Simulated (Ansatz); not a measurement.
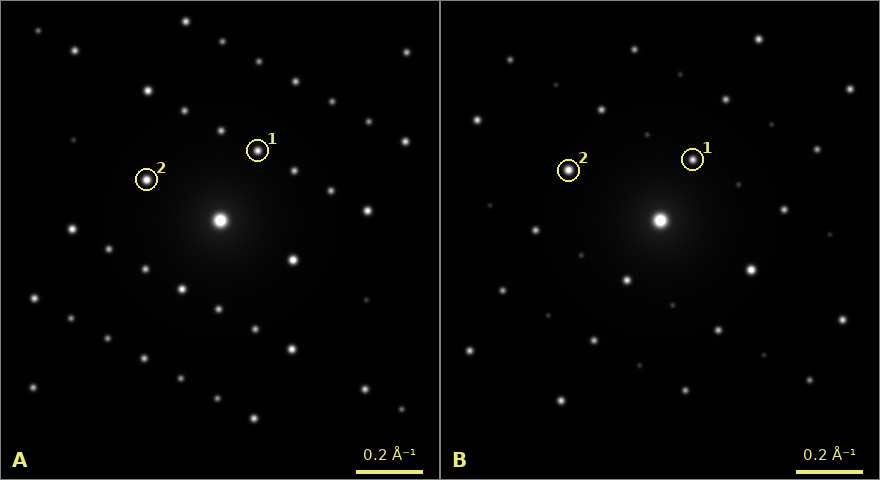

Kinematic electron diffraction patterns (300 kV, B = 0.5 Å², same scale) along [100] of the run's own cell, for the start and the end of one relaxation of YbBi with DFT PBE, scalar-relativistic, plane waves, PAW (Ansatz 0.2.0). k mesh 8×8×6. The start is a generated model structure, and the relaxation ends in the nearest stationary point of its symmetry, not necessarily the ground state. Spot 1 is 0 -1 0 and spot 2 is 0 0 -2 in both.

Start structure:

```
CELL_PARAMETERS angstrom
4.78151 0.00000 0.00000
-2.39075 4.14091 0.00000
0.00000 0.00000 7.83100
ATOMIC_POSITIONS crystal
Yb 0.66667 0.33333 0.00000
Yb 0.33333 0.66667 0.50000
Bi 0.66667 0.33333 0.62520
Bi 0.33333 0.66667 0.12520
```

Question: Which pattern belongs to the start structure, and which to the relaxed one?

Answer: A is the start: its cell gives d(1) = 4.141 Å, d(2) = 3.916 Å and an angle of 90.0°. B is the relaxed structure, with d(1) = 4.758 Å (+14.9 %), d(2) = 3.138 Å (-19.9 %) and 90.0°.

Question: Name reflections whose intensity changes strongly on relaxation.

Answer: 0 1 3 goes from 59 to 0.26 % of the strongest spot; 0 1 1 goes from 21 to 0.56 % of the strongest spot; 0 2 -1 goes from 9 to 0.38 % of the strongest spot.

Question: Summarise the relaxation behind the change.

Answer: The volume changed by +5.8 % to 41.00 Å³ an atom; with the mean shift removed, the atoms moved by up to 0.39 Å relative to the cell (Bi most); the space group went from P6_3mc (No. 186) to P6_3/mmc (No. 194); the free energy fell by 430 meV an atom. Relaxed cell: a = 5.494 Å, b = 5.494 Å, c = 6.275 Å, α = 90.00°, β = 90.00°, γ = 120.00°.
